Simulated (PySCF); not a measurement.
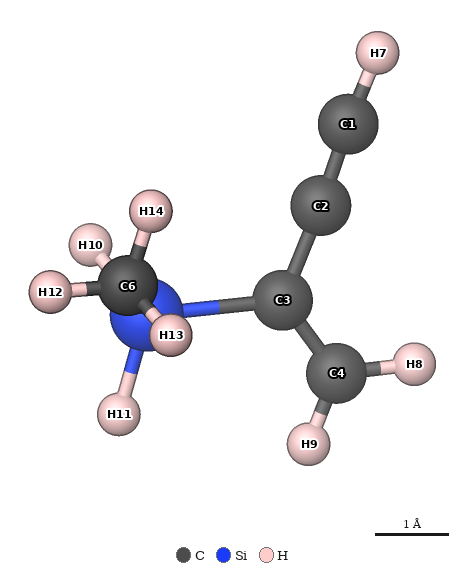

C₅H₈Si, before the relaxation. A ball-and-stick model, seen at a tilt.

The start comes from GFN2-xTB. Its atoms were then displaced at random by about 0.01 Å.

Level of theory: PySCF 2.14.0, density-fitted response routines, PBE0-D3(BJ)/def2-SVP geometry optimisation, gas phase.

```xyz
14

C    -1.2605    1.9374    1.4442
C    -1.1649    1.0492    0.6615
C    -0.9854   -0.0369   -0.2235
C    -1.7630   -0.2319   -1.2421
Si    0.5287   -1.1533    0.1367
C     2.1085   -0.1074   -0.0421
H    -1.3953    2.7624    2.1060
H    -2.6191    0.4219   -1.4420
H    -1.6616   -1.0559   -1.8956
H     0.4194   -1.6663    1.5279
H     0.5082   -2.2544   -0.8116
H     3.0015   -0.7096    0.1706
H     2.1799    0.2994   -1.0548
H     2.0963    0.7302    0.6570
```

Q: Where does the relaxation end?

A: The largest move after the best rigid fit is that of H11, 0.14 Å. Largest moves by element: H 0.14 Å, C 0.10 Å, Si 0.06 Å. Near-neighbour distances that change, for instance: C3–C4 1.296 → 1.347 Å, Si5–H11 1.453 → 1.496 Å, C4–H9 1.057 → 1.094 Å, Si5–C6 1.903 → 1.875 Å. Among the angles between lasting bonds that change: C2–C1–H7 176.3° → 178.7°, C3–C4–H9 123.1° → 120.9°. Over 5 geometry steps the energy falls by 4.66 kcal/mol. The run took 40 s on 1 thread of Arm Neoverse V1, with other jobs on the host.

The structure at the end:

```xyz
14

C    -1.2090    2.0165    1.4187
C    -1.1426    1.0869    0.6384
C    -0.9793   -0.0323   -0.2291
C    -1.8389   -0.2997   -1.2314
Si    0.5358   -1.1198    0.0936
C     2.1035   -0.0948    0.0140
H    -1.2875    2.8462    2.0963
H    -2.7127    0.3304   -1.4268
H    -1.6890   -1.1637   -1.8851
H     0.4020   -1.7456    1.4457
H     0.5333   -2.1989   -0.9429
H     2.9917   -0.7193    0.1959
H     2.2094    0.3812   -0.9725
H     2.0763    0.6978    0.7774
```

After the run, drawn alike:

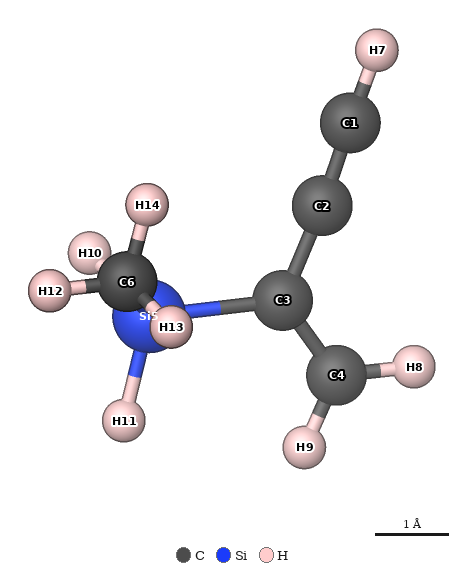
